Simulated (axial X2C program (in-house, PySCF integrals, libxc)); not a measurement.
# All-electron X2C curves of SnC

Aim: find the lowest determinant of SnC, scan the bond at several levels and fit the constants, once spin-free and once with spin–orbit coupling.

Program: an in-house X2C program for linear molecules on PySCF integrals. Level of theory: all-electron X2C, Sn dyall-cv3z, C dyall-v3z. These are calculated values, not measurements.

**1. The job**

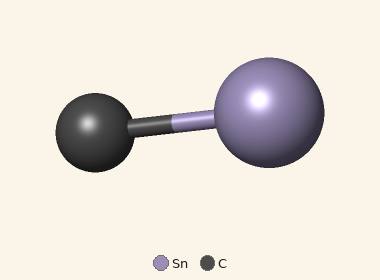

The two atoms at 1.970 Å (tin purple, carbon dark grey).

Input file task.json:

```json
{
 "zs": [
  50,
  6
 ],
 "q": 0,
 "bas": [
  "dyall-cv3z",
  "dyall-v3z"
 ],
 "levels": [
  "PBE0",
  "HF",
  "BHandHLYP"
 ],
 "cc": true,
 "r0": 1.97,
 "thr": -2.0,
 "nmax": 110,
 "npts": 10,
 "nst": 2,
 "ntry": 8
}
```

Keys: zs atomic numbers; q charge; bas basis sets; levels methods (HF also brings MP2); cc coupled cluster on or off; r0 starting distance in Å; thr threshold in hartree for freezing inner shells (an s shell follows its p shell); nmax most natural virtual spinors; npts points asked for on the curve; nst determinants followed; ntry starts of the search.

Launch:

```bash
> python so2c.py task.json out
```

Spin-free means the one-electron spin-free X2C Hamiltonian; two-component (2c) means X2C with spin–orbit coupling and atomic mean-field two-electron Coulomb and Gaunt terms. Basis: Sn dyall-cv3z contracted to [11s12p9d4f1g], C dyall-v3z contracted to [7s6p2d1f]; Gaussian nuclei, density fitting. Masses: Sn 119.902 u, C 12.000 u.

Notation: σ, π±, δ± give the projection m of an orbital's angular momentum (0, ±1, ±2), α and β its spin, Λ and M_S the sums; ω is the projection of a spinor's total angular momentum and Ω the sum. Logs are in hartree.

The results follow Hamiltonian by Hamiltonian and level by level.

**2. Search for the lowest determinant**

PBE0 moves the distance from 1.970 Å to 2.020 Å and compares determinants there.

Spin-free determinants:

```
ΔE (eV)           state                              open shells
   0.00  M_S = 1, Λ = 1  beyond closed shells: σα, π+α, π+β, π-α
   0.21  M_S = 1, Λ = 0           beyond closed shells: π+α, π-α
   0.37  M_S = 0, Λ = 1  beyond closed shells: σβ, π+α, π+β, π-α
   0.98  M_S = 0, Λ = 0           beyond closed shells: π+β, π-α
   0.98  M_S = 0, Λ = 2           beyond closed shells: π+α, π+β
   1.22  M_S = 2, Λ = 1   beyond closed shells: σα, 2 × π+α, π-α
   1.47  M_S = 0, Λ = 0                             closed shell
```

Two-component determinants:

| ΔE (eV) | state | open shells |
| --- | --- | --- |
| 0.00 | Ω = 2 | excess of +ω over −ω: ω = 1/2, ω = 3/2 |
| 0.26 | Ω = 1 | excess of +ω over −ω: ω = -1/2, ω = 3/2 |
| 0.55 | Ω = 1 | excess of +ω over −ω: 2 × ω = 1/2 |
| 0.82 | Ω = 0 | closed shell |
| 0.95 | Ω = 0 | closed shell |
| 1.44 | Ω = 3 | excess of +ω over −ω: 2 × ω = 3/2 |
| 2.90 | Ω = 1 | excess of +ω over −ω: 2 × ω = 1/2 |

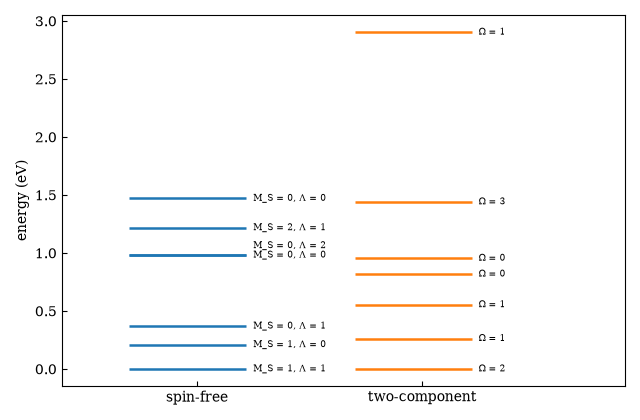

The determinants found, each set from its own lowest.

**3. PBE0, spin-free**

State followed: M_S = 1, Λ = 1 (beyond closed shells: σα, π+α, π+β, π-α). The scan is laid around 2.020 Å, a first estimate of the minimum, and this SCF restarts from the orbitals of the search.

The SCF at the reference distance of 2.020 Å:

```text
spin-free X2C-1e  PBE0
basis functions 171  fitting functions 906  grid points 5078
iter        total energy     max residual
   1      -6214.152089985     1.78e-05
   2      -6214.152089985     3.75e-05
   3      -6214.152089997     9.63e-06
   4      -6214.152090000     8.16e-06
   5      -6214.152090004     3.71e-06
   6      -6214.152090005     2.08e-06
converged
one-electron -8698.82881589  Coulomb 2577.70159299  exact exchange -42.25450099  xc functional -129.36104100  nuclear repulsion 78.59067489
```

Along the bond, energies from the lowest point:

| R (Å) | E (eV) | μ (D) | HOMO (eV) | LUMO (eV) | iterations |
| --- | --- | --- | --- | --- | --- |
| 1.757 | 0.8467 | -2.06 | -6.14 | -4.12 | 14 |
| 1.838 | 0.3331 | -2.23 | -5.92 | -3.99 | 13 |
| 1.899 | 0.1219 | -2.35 | -5.77 | -3.90 | 13 |
| 1.959 | 0.0204 | -2.45 | -5.64 | -3.83 | 13 |
| 2.020 | 0.0000 | -2.53 | -5.53 | -3.77 | 6 |
| 2.091 | 0.0488 | -2.61 | -5.44 | -3.72 | 13 |
| 2.161 | 0.1502 | -2.70 | -5.37 | -3.68 | 13 |
| 2.252 | 0.3287 | -2.85 | -5.33 | -3.65 | 13 |
| 2.363 | 0.5865 | -3.07 | -5.33 | -3.64 | 13 |
| 2.525 | 0.9885 | -3.47 | -5.37 | -3.67 | 13 |

Dipoles are positive if C is the positive end.

Outer orbitals at the reference distance:

| symmetry | occupied | ε (eV) | atomic character |
| --- | --- | --- | --- |
| σα | yes | -28.94 | 98% Sn d |
| δ+β | yes | -28.83 | 100% Sn d |
| σβ | yes | -28.81 | 99% Sn d |
| δ-β | yes | -28.80 | 100% Sn d |
| δ+α | yes | -28.78 | 100% Sn d |
| δ-α | yes | -28.78 | 100% Sn d |
| π-α | yes | -28.75 | 100% Sn d |
| π+α | yes | -28.75 | 100% Sn d |
| π+β | yes | -28.70 | 100% Sn d |
| π-β | yes | -28.68 | 100% Sn d |
| σα | yes | -17.38 | 62% C s, 18% Sn s, 10% Sn p |
| σβ | yes | -15.04 | 47% C s, 34% Sn s, 7% C p |
| σα | yes | -11.34 | 48% Sn s, 30% C p, 13% C s |
| σβ | yes | -9.83 | 44% Sn s, 21% Sn p, 21% C s |
| σα | yes | -7.36 | 50% C p, 31% Sn p, 16% Sn s |
| π-α | yes | -7.07 | 73% C p, 22% Sn p, 3% Sn d |
| π+α | yes | -7.07 | 73% C p, 22% Sn p, 3% Sn d |
| π+β | yes | -5.53 | 65% Sn p, 33% C p |
| π-β | no | -3.77 | 68% Sn p, 30% C p |
| σβ | no | -3.07 | 55% C p, 26% Sn p, 9% C s |
| π-α | no | -2.06 | 73% Sn p, 18% C p, 6% Sn d |
| π+α | no | -2.06 | 73% Sn p, 18% C p, 6% Sn d |

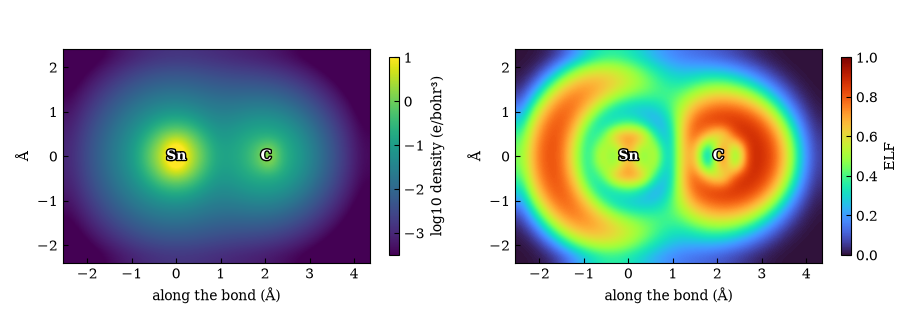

PBE0 fields in a plane through the axis, from a grid of 0.3 Å; Sn lies at z = 0 and C at z = 2.020 Å; the ELF is damped to zero where the density is low.

Re = 2.008 Å, ωe = 649 cm⁻¹, ωexe = 5.19 cm⁻¹, Be = 0.3834 cm⁻¹, De = 3.13 eV, μ = -2.52 D. ⟨S²⟩ = 2.21 against 2.00 for a pure state, so this determinant mixes spins.

**4. HF, spin-free**

The SCF at the reference distance of 2.020 Å:

```text
spin-free X2C-1e  HF
basis functions 171  fitting functions 906  grid points 5078
iter        total energy     max residual
   1      -6211.554551980     1.94e-01
   2      -6211.585152636     1.37e-02
   3      -6211.591453756     1.45e-02
   4      -6211.595517759     1.07e-02
   5      -6211.598551318     7.78e-03
   6      -6211.600905628     1.44e-03
   7      -6211.600954265     7.77e-04
   8      -6211.600983546     4.54e-04
   9      -6211.600991719     3.20e-04
  10      -6211.600994989     5.37e-05
  11      -6211.600995206     1.23e-05
  12      -6211.600995211     7.51e-06
  13      -6211.600995214     1.97e-06
  14      -6211.600995214     1.47e-06
converged
one-electron -8698.04821722  Coulomb 2577.05519383  exact exchange -169.19864671  xc functional 0.00000000  nuclear repulsion 78.59067489
```

Re = 2.099 Å, ωe = 576 cm⁻¹, ωexe = 3.25 cm⁻¹, Be = 0.3508 cm⁻¹, De = 1.67 eV, μ = -1.87 D. ⟨S²⟩ = 2.78 against 2.00 for a pure state, so this determinant mixes spins.

**5. BHandHLYP, spin-free**

The SCF at the reference distance of 2.020 Å:

```text
spin-free X2C-1e  BHandHLYP
basis functions 171  fitting functions 906  grid points 5078
iter        total energy     max residual
   1      -6214.506251957     6.97e-02
   2      -6214.508368665     4.93e-03
   3      -6214.508410608     5.26e-03
   4      -6214.508706920     2.68e-03
   5      -6214.508788303     1.50e-03
   6      -6214.508881102     8.67e-04
   7      -6214.508935929     3.93e-04
   8      -6214.508944146     4.01e-05
   9      -6214.508944218     1.40e-05
  10      -6214.508944234     5.18e-06
  11      -6214.508944237     2.48e-06
  12      -6214.508944237     4.73e-07
converged
one-electron -8698.74414940  Coulomb 2577.65464394  exact exchange -84.53720139  xc functional -87.47291228  nuclear repulsion 78.59067489
```

Re = 2.022 Å, ωe = 613 cm⁻¹, ωexe = 3.96 cm⁻¹, Be = 0.3779 cm⁻¹, De = 2.64 eV, μ = -2.51 D. ⟨S²⟩ = 2.35 against 2.00 for a pure state, so this determinant mixes spins.

**6. MP2 and beyond, spin-free**

Correlated methods: 18 electrons correlated (frozen shells, counted by type: Sn 4 s, 3 p, 1 d; C 1 s), 234 virtual spinors in MP2, 110 natural virtuals in coupled cluster.

Output of the correlated part at 2.020 Å:

```text
correlated 18  virtual 234  natural virtual 110  E(MP2) -0.614082422  MP2 remainder -0.034731413
iter   CCSD correlation   residual
   1     -0.545844555   1.43e-01
   2     -0.560558821   6.91e-02
   3     -0.564919201   4.63e-02
   4     -0.566902437   3.06e-02
   5     -0.568868136   1.64e-02
   6     -0.569199013   7.15e-03
   7     -0.569218290   3.39e-03
   8     -0.569263846   1.84e-03
   9     -0.569215680   8.28e-04
  10     -0.569237999   3.50e-04
  11     -0.569234744   1.61e-04
  12     -0.569238182   7.73e-05
  13     -0.569237967   3.83e-05
  14     -0.569238055   2.15e-05
  15     -0.569238548   1.20e-05
  16     -0.569238920   7.30e-06
  17     -0.569239194   3.93e-06
  18     -0.569239405   2.16e-06
  19     -0.569239503   1.12e-06
  20     -0.569239544   4.90e-07
  21     -0.569239543   2.37e-07
(T) -0.020533018  T1 0.0632  D1 0.1805  max T2 0.102
```

T1 in the output is the amplitude norm over the root of the electron number; divide by √2 for the Lee–Taylor value.

MP2: No constants are quoted: the reference is strongly spin-contaminated.

CCSD: Re = 2.015 Å, ωe = 630 cm⁻¹, ωexe = 5.55 cm⁻¹, Be = 0.3805 cm⁻¹, De = 2.66 eV. T1 at Re = 0.045 (Lee–Taylor, the printed value over √2).

CCSD(T): Re = 2.005 Å, ωe = 653 cm⁻¹, ωexe = 5.86 cm⁻¹, Be = 0.3843 cm⁻¹, De = 2.79 eV. T1 at Re = 0.045 (Lee–Taylor, the printed value over √2).

**7. A higher determinant, spin-free**

State: M_S = 1, Λ = 0 (beyond closed shells: π+α, π-α).

Output at the reference distance:

```text
spin-free X2C-1e  PBE0
basis functions 171  fitting functions 906  grid points 5078
iter        total energy     max residual
   1      -6214.144411168     5.95e-06
   2      -6214.144411168     5.02e-06
converged
one-electron -8698.76769787  Coulomb 2577.66204732  exact exchange -42.25660077  xc functional -129.37283473  nuclear repulsion 78.59067489
```

| R (Å) | E above the lowest PBE0 point (eV) |
| --- | --- |
| 1.757 | 1.708 |
| 1.838 | 0.945 |
| 1.899 | 0.575 |
| 1.959 | 0.339 |
| 2.020 | 0.209 |
| 2.091 | 0.160 |
| 2.161 | 0.196 |
| 2.252 | 0.331 |
| 2.363 | 0.586 |

Re = 2.093 Å, ωe = 644 cm⁻¹, ωexe = 2.7 cm⁻¹, Be = 0.3529 cm⁻¹, μ = -3.22 D. Te = 0.16 eV. As a difference of two determinants it need not be a gap between pure terms.

**8. The spin-free curves together**

Energy (eV) of the followed determinant, spin-free, from each level's lowest point:

| R (Å) | PBE0 | HF | MP2 (spin-contaminated) | CCSD | CCSD(T) | BHandHLYP |
| --- | --- | --- | --- | --- | --- | --- |
| 1.757 | 0.847 | 1.342 | 0.828 | n/a | n/a | 0.883 |
| 1.838 | 0.333 | 0.681 | 0.354 | 0.348 | 0.325 | 0.363 |
| 1.899 | 0.122 | 0.363 | 0.149 | 0.134 | 0.117 | 0.145 |
| 1.959 | 0.020 | 0.160 | 0.038 | 0.027 | 0.018 | 0.033 |
| 2.020 | 0.000 | 0.046 | 0.000 | 0.000 | 0.000 | 0.000 |
| 2.091 | 0.049 | 0.000 | 0.023 | 0.039 | 0.051 | 0.031 |
| 2.161 | 0.150 | 0.023 | 0.099 | 0.130 | 0.154 | 0.115 |
| 2.252 | 0.329 | 0.125 | 0.252 | 0.292 | 0.331 | 0.274 |
| 2.363 | 0.587 | 0.318 | 0.490 | n/a | n/a | 0.513 |
| 2.525 | 0.988 | 0.664 | 0.887 | n/a | n/a | 0.895 |

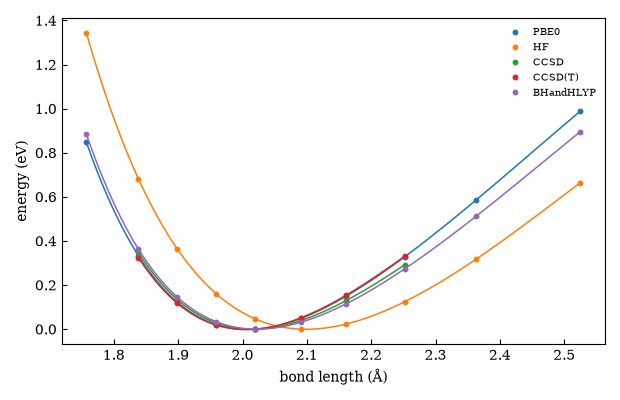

Curves of the followed state, spin-free, each from its own lowest point. Left out: MP2.

(Part 1 of 2 ends here.)
